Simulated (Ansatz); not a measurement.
```xyz
30
Lattice="2.9617 0.0000 0.0000 -1.4808 2.5649 0.0000 0.0000 0.0000 36.3356" Properties=species:S:1:pos:R:3 pbc="T T T"
Al    1.4809    0.8550    1.1704
Al    0.0000    1.7099   13.2825
Al    0.0000    0.0000   25.3942
Al    0.0000    0.0000   10.9414
Al    1.4809    0.8550   23.0531
Al    0.0000    1.7099   35.1652
Ga    0.0000    0.0000    3.5772
Ga    1.4809    0.8550   15.6890
Ga    0.0000    1.7099   27.8007
Ga    1.4809    0.8550    8.5349
Ga    0.0000    1.7099   20.6466
Ga    0.0000    0.0000   32.7583
Ga    0.0000    1.7099    6.0560
Ga    0.0000    0.0000   18.1678
Ga    1.4809    0.8550   30.2795
N     0.0000    1.7099    2.3175
N     0.0000    0.0000   14.4292
N     1.4809    0.8550   26.5410
N     0.0000    0.0000    0.0000
N     1.4809    0.8550   12.1117
N     0.0000    1.7099   24.2238
N     0.0000    1.7099    9.7946
N     0.0000    0.0000   21.9064
N     1.4809    0.8550   34.0181
N     0.0000    0.0000    7.2965
N     1.4809    0.8550   19.4083
N     0.0000    1.7099   31.5204
N     1.4809    0.8550    4.8152
N     0.0000    1.7099   16.9273
N     0.0000    0.0000   29.0390
```

Space group R-3m; a structure generated by program, which may or may not match a known phase.

Computed with DFT PBE, scalar-relativistic, plane waves, PAW (Ansatz).

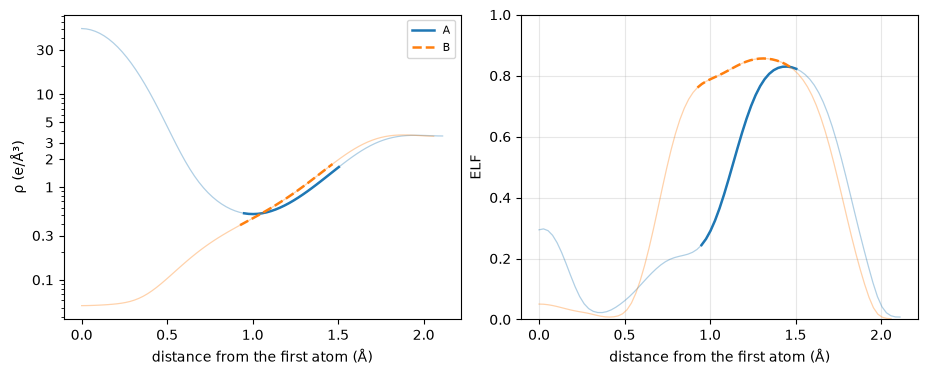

Al₂Ga₃N₅. Valence pseudo-density and electron localisation function along straight lines between neighbouring atoms. Thin, pale parts lie inside the atomic spheres.

The density is the valence pseudo-density of a PAW calculation; it isn't the true density close to the nuclei.

Which curve belongs to which contact (Al–N and Ga–N)? The first atom named is at distance zero.

Answer. Curve A: Ga–N (2.11 Å): the density is about 0.52 e/Å³ at the midpoint; the ELF peaks at about 0.85 in the valence shell of N, 0.7 Å from its nucleus, and is about 0.35 at the midpoint. Curve B: Al–N (2.06 Å): ρ is about 0.49 e/Å³ halfway; the ELF peaks at about 0.85 in the valence shell of N, 0.7 Å from its nucleus, and is about 0.80 at the midpoint.
